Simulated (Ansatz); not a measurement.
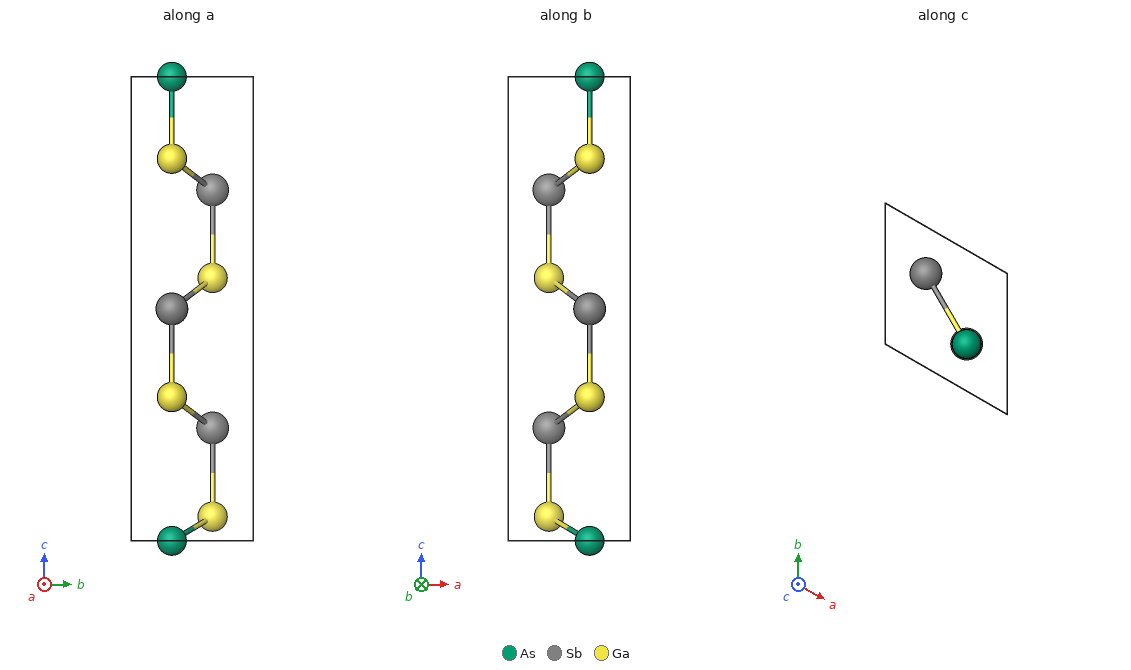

Ball-and-stick representation of a periodic structure, projected along the a axis, along the b axis and along the c axis. The frame is the conventional unit cell; atoms at its boundary are shown with their periodic copies.

Lattice parameters: a = 4.2488 Å, b = 4.2488 Å, c = 13.9869 Å, α = 90.000°, β = 90.000°, γ = 120.000°.

### Convert the drawing into a CIF with its space group and independent sites, with free fractional coordinates to two decimals.

```cif
data_structure
_symmetry_space_group_name_H-M 'P 3 m 1'
_symmetry_Int_Tables_number 156
_cell_length_a 4.2488
_cell_length_b 4.2488
_cell_length_c 13.9869
_cell_angle_alpha 90.000
_cell_angle_beta 90.000
_cell_angle_gamma 120.000
_cell_volume 218.67
loop_
_atom_site_label
_atom_site_type_symbol
_atom_site_symmetry_multiplicity
_atom_site_Wyckoff_symbol
_atom_site_fract_x
_atom_site_fract_y
_atom_site_fract_z
_atom_site_occupancy
As1 As 1 c 0.6667 0.3333 0.00 1
Sb1 Sb 1 c 0.6667 0.3333 0.50 1
Sb2 Sb 1 b 0.3333 0.6667 0.76 1
Sb3 Sb 1 b 0.3333 0.6667 0.24 1
Ga1 Ga 1 c 0.6667 0.3333 0.82 1
Ga2 Ga 1 c 0.6667 0.3333 0.31 1
Ga3 Ga 1 b 0.3333 0.6667 0.57 1
Ga4 Ga 1 b 0.3333 0.6667 0.05 1
```

The model was built from a structure type filled with these elements by a generator (whether the compound takes this form wasn't checked). Earlier steps of the study, as a rule a relaxation of our own, may have changed the cell and positions, so they can lie some per cent off the listed ones. It was run through Ansatz as a DFT input.
